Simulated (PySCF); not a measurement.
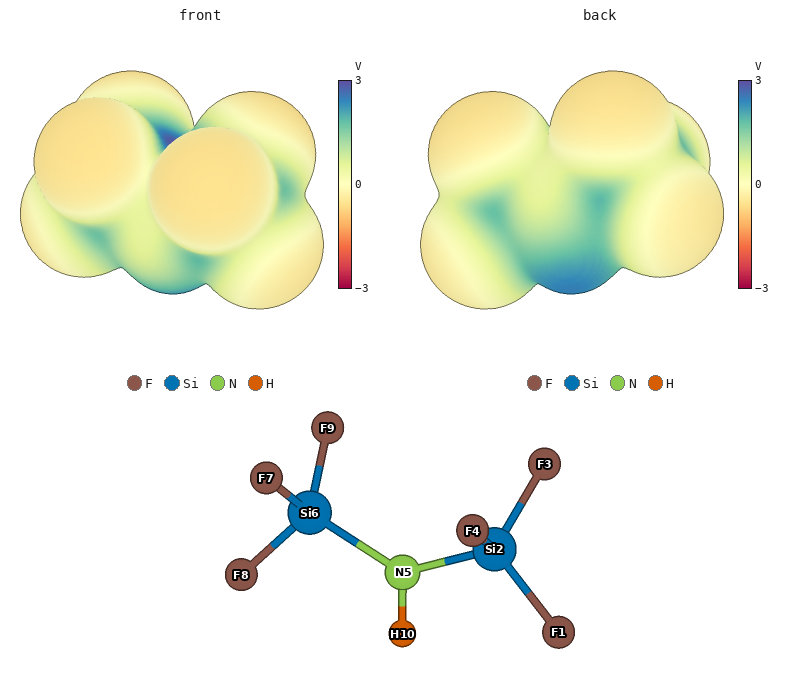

F6HNSi2 (SMILES F[Si](F)(F)N[Si](F)(F)F). The electrostatic potential painted on the density surface at 0.001 e/bohr³, seen from the front and from behind; the colour scale runs from red (negative) to blue (positive). The bare structure is drawn below in the same view.

Geometry: PBE0-D3(BJ)/def2-SVP.

Theory: PySCF, PBE0/pcSseg-1, SCF density, gas phase, non-relativistic.

The calculation's input:

```
{"job": {"kind": "nmr", "xc": "PBE0", "basis": "pcSseg-1"}, "charge": 0, "multiplicity": 1}
F      2.735882    -0.561956    -0.468308
Si     1.530772     0.142738     0.303263
F      1.723485     1.725029     0.246840
F      1.593564    -0.260498     1.844691
N      0.079646    -0.353218    -0.436477
Si    -1.544670     0.024099    -0.095107
F     -1.897510    -0.225062     1.439912
F     -2.465418    -0.902058    -1.010435
F     -1.899949     1.549033    -0.397563
H      0.205268    -1.012684    -1.202305
```

Command:

```sh
OMP_NUM_THREADS=1 python cluster_run.py task.json out
```

Q: Where is the surface potential most negative and most positive?

A: The most negative region (about −0.5 V, or −12 kcal/mol for a unit charge) lies over F3, F4, F7 and F9, the most positive (about +2.7 V, or +62 kcal/mol for a unit charge) over Si2 and Si6.

Q: What dipole moment does the calculation give?

A: Its dipole moment is 2.06 D.
